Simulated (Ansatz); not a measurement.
**C2H9NOSiZn: how energies converge with the basis set**

Aim: see how fast density functionals converge with the basis set for C2H9NOSiZn.

Method: one geometry, several basis sets; program: Ansatz 0.2.0, Gaussian basis.

Plan: PBE0-D4/def2-SVP; ωB97M-V/def2-SVP; PBE0-D4/def2-QZVPP; ωB97M-V/def2-QZVPP; the functionals' def2-TZVPP values are taken from earlier runs.

## 1. The relaxed structure

The geometry comes from an earlier relaxation with PBE0-D4 in a triple-zeta def2 set; it is a stationary point, not always the lowest conformer.

SMILES `C[N](C)[Zn][O][SiH3]`, 15 atoms, charge 0, spin multiplicity 1.

Atoms are counted from 1 here; the program's logs count them from 0.

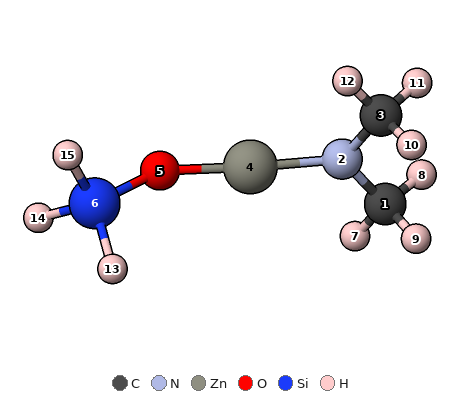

The structure; carbon dark grey, nitrogen light blue, zinc grey, oxygen red, silicon blue, hydrogen pink; atoms are numbered from 1 in the order of the file.

Geometry (Å):

```mol
C2H9NOSiZn
  3D, bonds by distance, orders not assigned

 15 14  0  0  0  0  0  0  0  0999 V2000
   -0.1091   -2.1705    0.9882 C   0  0
    0.5003   -1.1746    0.1480 N   0  0
    1.9234   -1.3474    0.0289 C   0  0
   -0.3680    0.2807   -0.4469 Zn  0  0
   -1.2531    1.6428   -1.1295 O   0  0
   -1.6152    3.2008   -0.8692 Si  0  0
   -1.1914   -2.0341    1.0525 H   0  0
    0.0680   -3.1843    0.5963 H   0  0
    0.2869   -2.1506    2.0166 H   0  0
    2.4366   -1.2806    1.0021 H   0  0
    2.1706   -2.3326   -0.3966 H   0  0
    2.3662   -0.5931   -0.6261 H   0  0
   -1.6028    3.5424    0.5852 H   0  0
   -2.9730    3.4996   -1.4013 H   0  0
   -0.6394    4.1013   -1.5483 H   0  0
  1  2  8  0
  2  3  8  0
  2  4  8  0
  4  5  8  0
  5  6  8  0
  1  7  8  0
  1  8  8  0
  1  9  8  0
  3 10  8  0
  3 11  8  0
  3 12  8  0
  6 13  8  0
  6 14  8  0
  6 15  8  0
M  END
```

## 2. PBE0-D4 in def2-SVP

Contents of in.yaml:

```yaml
crystal:
  periodic: [false, false, false]
  atoms:
    - {symbol: C, position_ang: [-0.109134, -2.170453, 0.988193]}
    - {symbol: N, position_ang: [0.500317, -1.174566, 0.148046]}
    - {symbol: C, position_ang: [1.923426, -1.347387, 0.028894]}
    - {symbol: Zn, position_ang: [-0.368006, 0.280732, -0.446920]}
    - {symbol: O, position_ang: [-1.253061, 1.642848, -1.129451]}
    - {symbol: Si, position_ang: [-1.615200, 3.200825, -0.869219]}
    - {symbol: H, position_ang: [-1.191424, -2.034127, 1.052459]}
    - {symbol: H, position_ang: [0.067973, -3.184282, 0.596315]}
    - {symbol: H, position_ang: [0.286869, -2.150599, 2.016648]}
    - {symbol: H, position_ang: [2.436633, -1.280572, 1.002068]}
    - {symbol: H, position_ang: [2.170559, -2.332619, -0.396563]}
    - {symbol: H, position_ang: [2.366249, -0.593056, -0.626105]}
    - {symbol: H, position_ang: [-1.602824, 3.542370, 0.585237]}
    - {symbol: H, position_ang: [-2.972969, 3.499557, -1.401264]}
    - {symbol: H, position_ang: [-0.639397, 4.101318, -1.548309]}
basis:
  gaussian: {orbitals: def2-SVP}
hamiltonian: {xc: pbe0, dispersion: d4}
output: {orbitals: {seedname: orbitals}}
```

On the command line:

```bash
$ ansatz run in.yaml --threads 2 --pin off --events-out ev --progress --plain --max-ram 22528MiB --backend cpu
```

After this run come: ωB97M-V in def2-SVP; PBE0-D4 in def2-QZVPP; ωB97M-V in def2-QZVPP.

Before running them: what should the planned runs give, taken together? Wanted: PBE0-D4: double and triple zeta above quadruple; ωB97M-V: double and triple zeta above quadruple.

As calculated:

| quantity | value |
| --- | --- |
| PBE0-D4: double and triple zeta above quadruple | 18.35, 1.85 eV |
| ωB97M-V: double and triple zeta above quadruple | 18.55, 1.77 eV |

What this shows: For PBE0-D4 the step from double to triple zeta gains 16.50 eV and the next only 1.85 eV. Total energies overstate the basis error of differences, where much of it tends to cancel.
